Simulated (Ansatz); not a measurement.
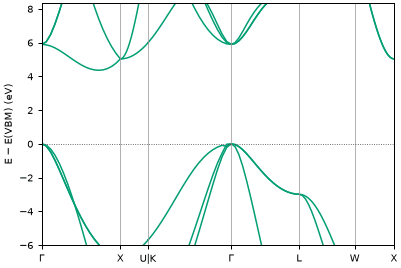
Band structure from r²SCAN in the plane-wave PAW code Ansatz

Q: Read off the gap and where the band edges lie.

A: About 4.4 eV (4.36 eV by a search for the band edges); maximum at Γ, minimum on the Γ–X line, 72 % of the way from Γ.

The material is C (diamond, Fd-3m).

The cell was relaxed with r²SCAN under the symmetry of its start.

Potentials: the earlier of the program's two PAW sets.
